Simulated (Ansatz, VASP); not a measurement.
**ScAl3: VASP beside Ansatz**

Wanted: the spread between two codes on one cell, functional and k mesh. The cell comes out of earlier VASP steps on this material, which relaxed, scaled or displaced it; both programs get it as it stands.

Main program and level: Ansatz 0.2.0; plane waves, with VASP 6.6.1 beside it; zone-centre phonons at BLYP.

## Step 1: Set-up

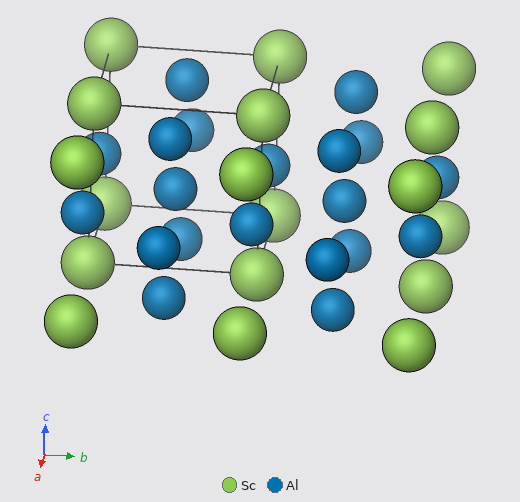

The cell as given, slightly off an axis (scandium green, aluminium blue). 2×2×1 cells are drawn. Some periodic images of atoms are drawn too.

As a file:

```cif
data_structure
_symmetry_space_group_name_H-M 'P 1'
_symmetry_Int_Tables_number 1
_cell_length_a 4.1517
_cell_length_b 4.1517
_cell_length_c 4.1517
_cell_angle_alpha 90.000
_cell_angle_beta 90.000
_cell_angle_gamma 90.000
_cell_volume 71.56
loop_
_atom_site_label
_atom_site_type_symbol
_atom_site_fract_x
_atom_site_fract_y
_atom_site_fract_z
_atom_site_occupancy
Sc1 Sc 0.00000 0.00000 0.00000 1
Al2 Al 0.50000 0.50000 0.00000 1
Al3 Al 0.00000 0.50000 0.50000 1
Al4 Al 0.50000 0.00000 0.50000 1
```

## Step 2: VASP: zone-centre phonons, BLYP

Second derivatives magnify differences that forces hide, and they need a tight electronic threshold.

Lines of VASP's logs that name or quote its potential files are left out, and so is its time.

Input file INCAR:

```
SYSTEM = ScAl3
PREC = Accurate
ENCUT = 400
EDIFF = 1E-08
NELM = 100
ISMEAR = 1
SIGMA = 0.2
LREAL = .FALSE.
ALGO = Normal
GGA = B5
ALDAX = 1
AGGAX = 1
AGGAC = 1
ALDAC = 0
NBANDS = 16
LORBIT = 11
LWAVE = .FALSE.
LCHARG = .FALSE.
KPAR = 2
IBRION = 8
ISIF = 2
```

Input file POSCAR:

```
ScAl3
1.0
    4.1516531660      0.0000000000      0.0000000000
    0.0000000000      4.1516531660      0.0000000000
    0.0000000000      0.0000000000      4.1516531660
Sc Al
1 3
Direct
    0.0000000000      0.0000000000      0.0000000000
    0.5000000000      0.5000000000      0.0000000000
    0.0000000000      0.5000000000      0.5000000000
    0.5000000000      0.0000000000      0.5000000000
```

Input file KPOINTS:

```
Automatic mesh
0
Gamma
9 9 9
0 0 0
```

PAW data sets: Sc_sv and Al (PBE family, release 64).

Started as:

```sh
> mpirun -np 2 vasp_std
```

Numbers of over 12 decimals in the logs are rounded to 6 here.

What it wrote:

```text
[banner, memory and clock lines left out]
running    2 mpi-ranks, on    1 nodes
 distrk:  each k-point on    1 cores,    2 groups
 distr:  one band on    1 cores,    1 groups

 POSCAR found type information on POSCAR ScAl
 POSCAR found :  2 types and       4 ions
|                                                                             |
|               ----> ADVICE to this user running VASP <----                  |
|                                                                             |
|     You enforced a specific xc type in the INCAR file but a different       |
|     [... a line on the potential file left out ...]
|     I HOPE YOU KNOW WHAT YOU ARE DOING!                                     |
|                                                                             |

 LDA part: xc-table for (Slater(with rela. corr.)+VWN5), standard interpolation
 POSCAR, INCAR and KPOINTS ok, starting setup
 FFT: planning ... GRIDC
 FFT: planning ... GRID_SOFT
 FFT: planning ... GRID
 WAVECAR not read
 entering main loop
       N       E                     dE             d eps       ncg     rms          rms(c)
DAV:   1     0.949742564505E+02    0.94974E+02   -0.71692E+03  1128   0.913E+02
DAV:   2    -0.117493806618E+02   -0.10672E+03   -0.10471E+03  1136   0.285E+02
DAV:   3    -0.160980572114E+02   -0.43487E+01   -0.42419E+01  1704   0.517E+01
DAV:   4    -0.161901814148E+02   -0.92124E-01   -0.92049E-01  1472   0.847E+00
DAV:   5    -0.161927957573E+02   -0.26143E-02   -0.26143E-02  1736   0.130E+00    0.785E+00
DAV:   6    -0.153213338217E+02    0.87146E+00   -0.49723E+00  1840   0.222E+01    0.248E+00
DAV:   7    -0.152972360542E+02    0.24098E-01   -0.21774E-01  1736   0.443E+00    0.178E+00
DAV:   8    -0.152909753855E+02    0.62607E-02   -0.80122E-02  1896   0.253E+00    0.402E-01
DAV:   9    -0.152916636067E+02   -0.68822E-03   -0.41195E-02  1816   0.217E+00    0.319E-01
DAV:  10    -0.152900997618E+02    0.15638E-02   -0.17037E-02  1840   0.130E+00    0.744E-02
DAV:  12    -0.152899894389E+02    0.11068E-04   -0.76933E-05  1840   0.960E-02    0.355E-03
DAV:  13    -0.152899893751E+02    0.63739E-07   -0.21837E-06  1752   0.974E-03    0.220E-03
DAV:  14    -0.152899896125E+02   -0.23733E-06   -0.23912E-07  1816   0.569E-03    0.307E-03
DAV:  15    -0.152899895738E+02    0.38679E-07   -0.97171E-07  1872   0.935E-03    0.212E-04
DAV:  16    -0.152899895681E+02    0.56968E-08   -0.14129E-08  1120   0.802E-04
   1 F= -.15289990E+02 E0= -.15287671E+02  d E =-.695489E-02
 Linear response reoptimize wavefunctions to high precision
DAV:   1    -0.152899895599E+02    0.81347E-08   -0.14200E-09  1072   0.376E-04
DAV:   2    -0.152899895600E+02   -0.22283E-10   -0.25366E-10   672   0.175E-04
 Linear response DOF=           3
 Linear response progress:
  Degree of freedom:   1/  3
       N       E                     dE             d eps       ncg     rms          rms(c)
RMM:   1    -0.770349394824E+00   -0.77035E+00   -0.66801E+01  2481   0.168E+02
RMM:   2    -0.764816467174E+00    0.55329E-02   -0.15697E-01  3398   0.402E+00    0.129E-01
RMM:   3    -0.765636000429E+00   -0.81953E-03   -0.21406E-02  4078   0.114E+00    0.428E-02
RMM:   4    -0.764998484242E+00    0.63752E-03   -0.18301E-03  4525   0.328E-01    0.277E-02
RMM:   5    -0.764973529570E+00    0.24955E-04   -0.26494E-04  4648   0.107E-01    0.101E-02
RMM:   6    -0.765005777526E+00   -0.32248E-04   -0.19098E-05  4748   0.332E-02    0.609E-03
RMM:   7    -0.765064824418E+00   -0.59047E-04   -0.37153E-06  4590   0.142E-02    0.513E-04
RMM:   8    -0.765055350400E+00    0.94740E-05   -0.46919E-07  4864   0.427E-03    0.434E-04
RMM:   9    -0.765062952451E+00   -0.76021E-05   -0.11424E-07  4474   0.198E-03    0.544E-05
RMM:  10    -0.765064254130E+00   -0.13017E-05   -0.27090E-08  5104   0.728E-04    0.409E-05
RMM:  11    -0.765064667912E+00   -0.41378E-06   -0.29372E-08  4603   0.308E-04    0.181E-05
RMM:  12    -0.765064493661E+00    0.17425E-06    0.77325E-10  4931   0.148E-04    0.591E-06
RMM:  13    -0.765064518540E+00   -0.24879E-07    0.41702E-09  4922   0.779E-05    0.279E-06
RMM:  14    -0.765064543037E+00   -0.24497E-07   -0.10569E-09  4712   0.470E-05    0.110E-06
RMM:  15    -0.765064519645E+00    0.23392E-07   -0.99073E-10  4636   0.330E-05    0.487E-07
RMM:  16    -0.765064525550E+00   -0.59055E-08   -0.51739E-10  4286   0.258E-05    0.253E-07
 first order change of Fermi-energy   0.74601E-03
 force on displaced ion       1 direction 1 :  -7.760   0.000   0.000
 Linear response progress:
  Degree of freedom:   2/  3
       N       E                     dE             d eps       ncg     rms          rms(c)
RMM:   1    -0.848112168166E-02   -0.84811E-02    0.19835E-02  9105   0.122E+00
RMM:   2    -0.782046146508E-02    0.66066E-03   -0.53697E-04  5653   0.219E-01    0.458E-02
RMM:   3    -0.791453444563E-02   -0.94073E-04   -0.32023E-04  7184   0.103E-01    0.232E-02
RMM:   4    -0.807504327012E-02   -0.16051E-03   -0.91664E-05  7345   0.526E-02    0.913E-03
RMM:   5    -0.813452137524E-02   -0.59478E-04   -0.10753E-05  7775   0.267E-02    0.365E-03
RMM:   6    -0.815029069975E-02   -0.15769E-04   -0.15815E-06  8042   0.688E-03    0.181E-03
RMM:   7    -0.815175752511E-02   -0.14668E-05   -0.21496E-07  7756   0.280E-03    0.509E-04
RMM:   8    -0.815294677791E-02   -0.11893E-05   -0.48721E-08  7955   0.952E-04    0.231E-04
RMM:   9    -0.815286371559E-02    0.83062E-07   -0.33422E-08  8281   0.335E-04    0.139E-04
RMM:  10    -0.815276402670E-02    0.99689E-07   -0.31355E-09  7619   0.145E-04    0.229E-05
RMM:  11    -0.815283600421E-02   -0.71978E-07   -0.89781E-10  7251   0.822E-05    0.478E-06
RMM:  12    -0.815284021588E-02   -0.42117E-08    0.27975E-09  8336   0.249E-05    0.214E-06
 first order change of Fermi-energy  -0.73001E-04
 force on displaced ion       2 direction 1 :  -4.869   0.000   0.000
 Linear response progress:
  Degree of freedom:   3/  3
       N       E                     dE             d eps       ncg     rms          rms(c)
RMM:   1    -0.821703775204E-02   -0.82170E-02    0.25681E-02  5642   0.660E-01
RMM:   2    -0.747480468868E-02    0.74223E-03   -0.34919E-04  3678   0.154E-01    0.407E-02
RMM:   3    -0.752819680358E-02   -0.53392E-04   -0.21162E-04  4142   0.790E-02    0.208E-02
RMM:   4    -0.764904523989E-02   -0.12085E-03   -0.94756E-05  4366   0.412E-02    0.792E-03
RMM:   5    -0.768040027906E-02   -0.31355E-04   -0.87896E-06  4246   0.206E-02    0.345E-03
RMM:   6    -0.769688029447E-02   -0.16480E-04   -0.15464E-06  4434   0.804E-03    0.150E-03
RMM:   7    -0.769790904860E-02   -0.10288E-05   -0.19900E-07  4580   0.331E-03    0.476E-04
RMM:   8    -0.769876182791E-02   -0.85278E-06   -0.34175E-08  4525   0.111E-03    0.212E-04
RMM:   9    -0.769853558904E-02    0.22624E-06   -0.47156E-09  4588   0.423E-04    0.139E-04
RMM:  10    -0.769876587263E-02   -0.23028E-06   -0.10998E-09  4791   0.133E-04    0.181E-05
RMM:  11    -0.769881613456E-02   -0.50262E-07   -0.71014E-10  4469   0.713E-05    0.424E-06
RMM:  12    -0.769879555621E-02    0.20578E-07   -0.69373E-10  4707   0.215E-05    0.419E-06
RMM:  13    -0.769879904233E-02   -0.34861E-08   -0.10628E-09  4336   0.888E-06    0.163E-06
 first order change of Fermi-energy   0.29031E-04
 force on displaced ion       2 direction 3 :   0.000   0.000  -3.383
 Linear response finished
```

OUTCAR, selected parts (step 2):

```text
ion  position               nearest neighbor table
   1  0.000  0.000  0.000-   2 2.94   3 2.94   4 2.94   3 2.94   4 2.94   2 2.94   3 2.94   3 2.94
                             2 2.94   4 2.94   4 2.94   2 2.94
   2  0.500  0.500  0.000-   1 2.94   3 2.94   4 2.94   3 2.94   4 2.94   1 2.94   4 2.94   4 2.94
                             1 2.94   3 2.94   3 2.94   1 2.94
   3  0.000  0.500  0.500-   1 2.94   2 2.94   4 2.94   1 2.94   2 2.94   1 2.94   4 2.94   1 2.94
                             2 2.94   4 2.94   2 2.94   4 2.94
   4  0.500  0.000  0.500-   1 2.94   2 2.94   3 2.94   1 2.94   2 2.94   2 2.94   3 2.94   2 2.94
                             1 2.94   3 2.94   1 2.94   3 2.94

  LATTYP: Found a simple cubic cell.
 ALAT       =     4.1516531660

 Subroutine GETGRP returns: Found 48 space group operations
 (whereof 48 operations were pure point group operations)

The static configuration has the point symmetry O_h .

 Found     35 irreducible k-points:

   k-points           NKPTS =     35   k-points in BZ     NKDIM =     35   number of bands    NBANDS=     16

   dimension x,y,z NGX =    28 NGY =   28 NGZ =   28
   dimension x,y,z NGXF=    56 NGYF=   56 NGZF=   56

   ENCUT  =  400.0 eV  29.40 Ry    5.42 a.u.   6.77  6.77  6.77*2*pi/ulx,y,z

   NELECT =      20.0000    total number of electrons

 k-points in reciprocal lattice and weights: Automatic mesh
   0.00000000  0.00000000  0.00000000       0.001
   0.11111111  0.00000000  0.00000000       0.008
   0.22222222  0.00000000  0.00000000       0.008
   0.33333333  0.00000000  0.00000000       0.008
   0.44444444  0.00000000  0.00000000       0.008
   0.11111111  0.11111111  0.00000000       0.016
   0.22222222  0.11111111  0.00000000       0.033
   0.33333333  0.11111111  0.00000000       0.033
   0.44444444  0.11111111  0.00000000       0.033
[...]
0.44444444  0.44444444  0.33333333       0.033
   0.44444444  0.44444444  0.44444444       0.011

 average (electrostatic) potential at core
       1 -43.4238       2 -73.4106       3 -73.4106       4 -73.4106

  Total        0.0390648      0.0390648      0.0390648      0.0000000      0.0000000     -0.0000000
  in kB        0.8746474      0.8746474      0.8746474      0.0000000      0.0000000     -0.0000000
  external PRESSURE =       0.8746474 kB  Pullay stress =       0.0000000 kB

  energy-cutoff  :      400.00
  volume of cell :       71.56
      direct lattice vectors                 reciprocal lattice vectors
     4.151653166  0.000000000  0.000000000     0.240867905  0.000000000  0.000000000
     0.000000000  4.151653166  0.000000000     0.000000000  0.240867905  0.000000000
     0.000000000  0.000000000  4.151653166     0.000000000  0.000000000  0.240867905

 POSITION                                       TOTAL-FORCE (eV/Angst)
 -----------------------------------------------------------------------------------
      0.00000      0.00000      0.00000         0.000000      0.000000      0.000000
      2.07583      2.07583      0.00000         0.000000      0.000000      0.000000
      0.00000      2.07583      2.07583         0.000000      0.000000      0.000000
      2.07583      0.00000      2.07583         0.000000      0.000000      0.000000
 -----------------------------------------------------------------------------------
    total drift:                               -0.000000     -0.000000     -0.000000

 Eigenvectors and eigenvalues of the dynamical matrix
 ----------------------------------------------------

   1 f  =    8.980548 THz    56.426449 2PiTHz  299.558849 cm-1    37.140547 meV
             X         Y         Z           dx          dy          dz
      0.000000  0.000000  0.000000    -0.581107   -0.292545   -0.000000
      2.075827  2.075827  0.000000     0.463350    0.233264   -0.000000
      0.000000  2.075827  2.075827    -0.175307    0.233264   -0.000000
      2.075827  0.000000  2.075827     0.463350   -0.088254    0.000000

   2 f  =    8.980548 THz    56.426449 2PiTHz  299.558849 cm-1    37.140547 meV
             X         Y         Z           dx          dy          dz
      0.000000  0.000000  0.000000     0.292545   -0.581107    0.000000
      2.075827  2.075827  0.000000    -0.233264    0.463350    0.000000
      0.000000  2.075827  2.075827     0.088254    0.463350   -0.000000
      2.075827  0.000000  2.075827    -0.233264   -0.175307   -0.000000

   3 f  =    8.980548 THz    56.426449 2PiTHz  299.558849 cm-1    37.140547 meV
             X         Y         Z           dx          dy          dz
      0.000000  0.000000  0.000000     0.000000   -0.000000   -0.650591
      2.075827  2.075827  0.000000    -0.000000    0.000000   -0.196268
      0.000000  2.075827  2.075827     0.000000    0.000000    0.518754
      2.075827  0.000000  2.075827    -0.000000   -0.000000    0.518754

   4 f  =    6.600116 THz    41.469750 2PiTHz  220.156164 cm-1    27.295873 meV
             X         Y         Z           dx          dy          dz
      0.000000  0.000000  0.000000    -0.000000    0.000000    0.000000
      2.075827  2.075827  0.000000    -0.011937    0.706973   -0.000000
      0.000000  2.075827  2.075827     0.000000   -0.706973   -0.006880
      2.075827  0.000000  2.075827     0.011937   -0.000000    0.006880

   5 f  =    6.600116 THz    41.469750 2PiTHz  220.156164 cm-1    27.295873 meV
             X         Y         Z           dx          dy          dz
      0.000000  0.000000  0.000000     0.000000    0.000000   -0.000000
      2.075827  2.075827  0.000000     0.518398    0.013431    0.000000
      0.000000  2.075827  2.075827    -0.000000   -0.013431    0.480711
      2.075827  0.000000  2.075827    -0.518398   -0.000000   -0.480711

   6 f  =    6.600116 THz    41.469750 2PiTHz  220.156164 cm-1    27.295873 meV
             X         Y         Z           dx          dy          dz
      0.000000  0.000000  0.000000     0.000000    0.000000    0.000000
      2.075827  2.075827  0.000000     0.480751    0.003071    0.000000
      0.000000  2.075827  2.075827    -0.000000   -0.003071   -0.518526
      2.075827  0.000000  2.075827    -0.480751    0.000000    0.518526

   7 f  =    6.068270 THz    38.128066 2PiTHz  202.415706 cm-1    25.096338 meV
             X         Y         Z           dx          dy          dz
      0.000000  0.000000  0.000000    -0.467329    0.001583   -0.012171
      2.075827  2.075827  0.000000    -0.129507    0.000439    0.022514
      0.000000  2.075827  2.075827     0.864506    0.000439   -0.003373
      2.075827  0.000000  2.075827    -0.129507   -0.002929   -0.003373

   8 f  =    6.068270 THz    38.128066 2PiTHz  202.415706 cm-1    25.096338 meV
             X         Y         Z           dx          dy          dz
      0.000000  0.000000  0.000000     0.004195    0.456269   -0.101726
      2.075827  2.075827  0.000000     0.001163    0.126442    0.188182
      0.000000  2.075827  2.075827    -0.007760    0.126442   -0.028191
      2.075827  0.000000  2.075827     0.001163   -0.844046   -0.028191

   9 f  =    6.068270 THz    38.128066 2PiTHz  202.415706 cm-1    25.096338 meV
             X         Y         Z           dx          dy          dz
      0.000000  0.000000  0.000000    -0.011534    0.101800    0.456125
      2.075827  2.075827  0.000000    -0.003196    0.028211   -0.843781
      0.000000  2.075827  2.075827     0.021336    0.028211    0.126402
      2.075827  0.000000  2.075827    -0.003196   -0.188319    0.126402

  10 f/i=    0.008734 THz     0.054879 2PiTHz    0.291342 cm-1     0.036122 meV
             X         Y         Z           dx          dy          dz
      0.000000  0.000000  0.000000    -0.463592    0.318101    0.205133
      2.075827  2.075827  0.000000    -0.358428    0.245941    0.158407
      0.000000  2.075827  2.075827    -0.357994    0.245941    0.158599
      2.075827  0.000000  2.075827    -0.358428    0.245643    0.158599

  11 f/i=    0.008734 THz     0.054879 2PiTHz    0.291342 cm-1     0.036122 meV
             X         Y         Z           dx          dy          dz
      0.000000  0.000000  0.000000    -0.372932   -0.439332   -0.161536
      2.075827  2.075827  0.000000    -0.288334   -0.339671   -0.124741
      0.000000  2.075827  2.075827    -0.287985   -0.339671   -0.124892
      2.075827  0.000000  2.075827    -0.288334   -0.339260   -0.124892

  12 f/i=    0.008734 THz     0.054879 2PiTHz    0.291342 cm-1     0.036122 meV
             X         Y         Z           dx          dy          dz
      0.000000  0.000000  0.000000    -0.064725    0.252951   -0.538527
      2.075827  2.075827  0.000000    -0.050042    0.195570   -0.415860
      0.000000  2.075827  2.075827    -0.049982    0.195570   -0.416364
      2.075827  0.000000  2.075827    -0.050042    0.195333   -0.416364

 ELASTIC MODULI CONTR FROM IONIC RELAXATION (kBar)
 Direction    XX          YY          ZZ          XY          YZ          ZX
 --------------------------------------------------------------------------------
 XX           0.0000      0.0000      0.0000      0.0000      0.0000      0.0000
 YY           0.0000      0.0000      0.0000      0.0000      0.0000      0.0000
 ZZ           0.0000      0.0000      0.0000      0.0000      0.0000      0.0000
 XY           0.0000      0.0000      0.0000      0.0000      0.0000      0.0000
 YZ           0.0000      0.0000      0.0000      0.0000      0.0000      0.0000
 ZX           0.0000      0.0000      0.0000      0.0000      0.0000      0.0000
 --------------------------------------------------------------------------------
```

(Part 1 of 2 ends here.)

[Lines on the potential files, build, host, timing and source positions are cut from VASP's logs without a mark.]

[Logs are printed without paths, hosts, clocks, repeated set-up lines and the standing remarks that a program may print on its own settings, such as how far it seeks lower states.]

[Hosts, paths, dates, database ids (printed as entryN), source tags and the programs' standing remarks are cut or masked in the printed files.]
